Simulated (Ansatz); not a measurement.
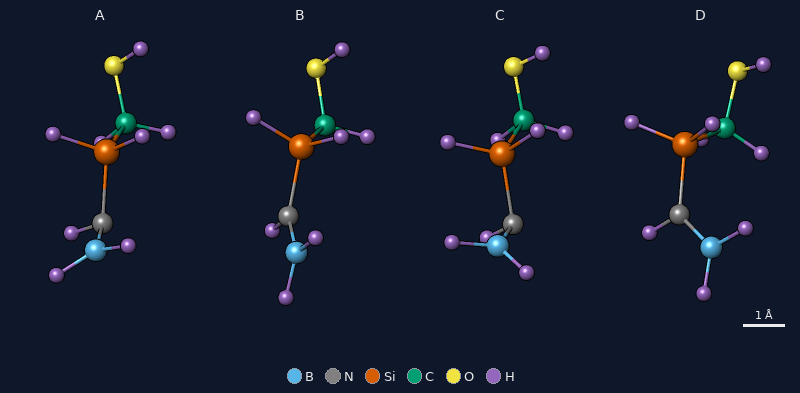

4 geometries from one relaxation of CH$_{8}$BNOSi, in shuffled order. Style: ball-and-stick. Shown from a free direction.

The run prepares the start of a later molecular dynamics calculation, from a guessed geometry.

These are results of RKS CAM-B3LYP-D4/STO-3G (Ansatz 0.2.0), not measurements. (no spin polarisation; force threshold 0.02 eV/Å; at most 40 steps)

Q: Order the frames from highest to lowest energy.

A: C, A, B, D. They are steps 0, 5, 12, 33, at +59.9 kcal/mol, +15.6 kcal/mol, +1.00 kcal/mol relative to the last. An H atom moves most after the best rigid fit: 1.93 Å. By element the largest moves are H 1.93 Å, N 0.93 Å, O 0.61 Å, Si 0.49 Å, B 0.41 Å, C 0.22 Å. Some distances before and after: C–O 1.362 → 1.470 Å, B–N 1.474 → 1.381 Å, H–Si 1.513 → 1.439 Å, H–O 0.957 → 1.024 Å. Among the angles between lasting bonds that change: B–N–Si 106.8° → 126.8°, Si–N–H 105.2° → 115.6°, B–N–H 109.0° → 117.6°. The energy falls by 59.9 kcal/mol in 31 accepted moves (33 points after the start). Largest force component: 5.5 eV/Å at the start, 0.005 eV/Å at the end. The line search rejected the trial steps at points 19, 32 of the run. The run took 110 s on 1 thread of Arm Neoverse V2, with other jobs on the host, peak memory 0.17 GiB.

Limits of the set-up: STO-3G is a minimal basis, so the numbers are rough.
